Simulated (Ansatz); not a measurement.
Consider H3SSi2 (SMILES [Si]#S[SiH3]) (doublet).

```yaml
atoms:
  - { symbol: S, position_ang: [0.1571, -0.9514, -2.2371] }
  - { symbol: Si, position_ang: [-0.6309, 0.6891, -1.1054] }
  - { symbol: Si, position_ang: [1.2218, -2.1984, -0.7907] }
  - { symbol: H, position_ang: [1.7801, -3.3559, -1.5356] }
  - { symbol: H, position_ang: [0.2850, -2.6757, 0.2562] }
  - { symbol: H, position_ang: [2.3209, -1.4240, -0.1633] }
```

Geometry: B3LYP/6-31G*.

Method: isolated molecule in a Gaussian basis; Kohn-Sham density functional theory, functional PBE0 in Ansatz 0.2.0.

What can the converged electron density, electron localisation function and spin density tell about the bonding?

Answer. Si–S (2.14 Å): ρ at the midpoint is about 0.79 e/Å³; the ELF peaks at about 0.85 between the atoms (a shared electron pair).
Si–H (1.49 Å): ρ at the midpoint is about 0.81 e/Å³; the ELF climbs to about 1 towards the hydrogen, as it does in any bond to H.
Si–S (2.19 Å): ρ is about 0.76 e/Å³ halfway, with its minimum of 0.62 e/Å³ about 0.8 Å from Si; the ELF peaks at about 0.90 between the atoms; localised, covalent bonding.
The unpaired spin (1 electron) lies mostly on Si2 (about 0.9) and S1 (about 0.1), in electrons by Hirshfeld's partition.

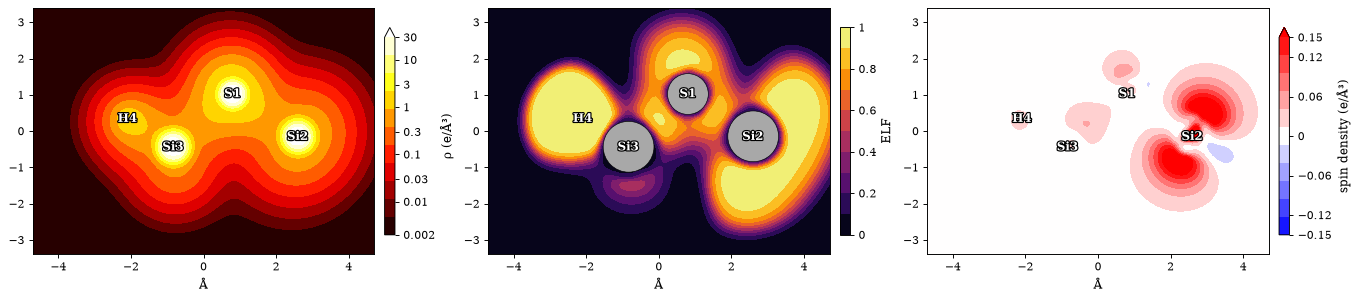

Computed electron density, electron localisation function and spin density on the plane of atoms S1, Si3 and H4, in this order. Grey discs cover the atomic cores in the ELF map. 
